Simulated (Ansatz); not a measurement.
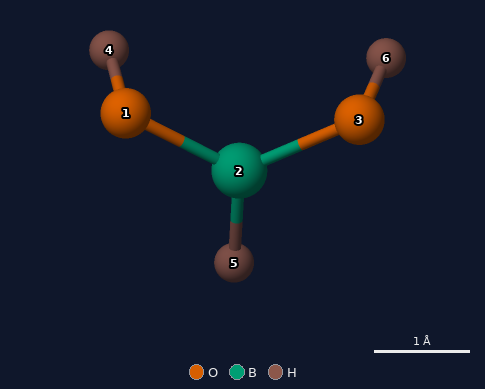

This is the input geometry for a relaxation of BH$_{3}$O$_{2}$ (coarse preliminary run). The picture is a ball-and-stick view, seen at a tilt.

The start comes from a force field.

The calculation used Ansatz 0.2.0, RKS PBE-D4/def2-SVP.

Input
```yaml
crystal:
  periodic: [false, false, false]
  atoms:
    - {symbol: O, position_ang: [-1.002500, -0.740500, -0.536700]}
    - {symbol: B, position_ang: [0.283500, -0.162100, -0.317700]}
    - {symbol: O, position_ang: [0.838800, -0.203400, 1.006600]}
    - {symbol: H, position_ang: [-1.583300, 0.084300, -0.405400]}
    - {symbol: H, position_ang: [0.905200, 0.291900, -1.232600]}
    - {symbol: H, position_ang: [0.600400, 0.665700, 1.439600]}
basis:
  gaussian: {orbitals: def2-SVP}
hamiltonian: {xc: pbe, dispersion: d4}
relax: {f_tol: 0.03, max_steps: 200}
```

> What does the optimiser find from here?

The largest move after the best rigid fit is that of H4, 0.94 Å. By element the largest moves are H 0.94 Å, O 0.44 Å, B 0.38 Å. Some distances before and after: B2–O3 1.437 → 1.367 Å, O1–B2 1.427 → 1.367 Å, O1–H4 1.017 → 0.971 Å, B2–H5 1.196 → 1.227 Å. Bond angles that change, for instance: B2–O1–H4 99.6° → 111.4°, B2–O3–H6 106.4° → 111.4°, O1–B2–O3 118.6° → 116.4°. Groups turn about O1–B2 by about 90°, B2–O3 by about 85°. The energy falls by 1.287 eV in 8 geometry steps. Largest force component: 2.3 eV/Å at the start, 0.017 eV/Å at the end. The run took of the order of 11 core-seconds on a shared host.

Final geometry:

```xyz
6

O    -1.2074   -0.4824   -0.2499
B     0.0512    0.0188   -0.0705
O     0.5350    0.0005    1.2075
H    -1.4797   -0.4321   -1.1807
H     0.7111    0.4614   -1.0052
H     1.4319    0.3696    1.2527
```

The end point in the same view:

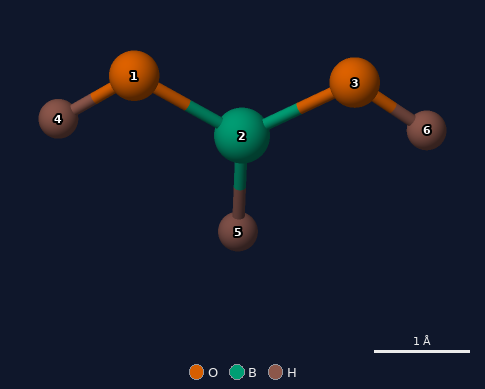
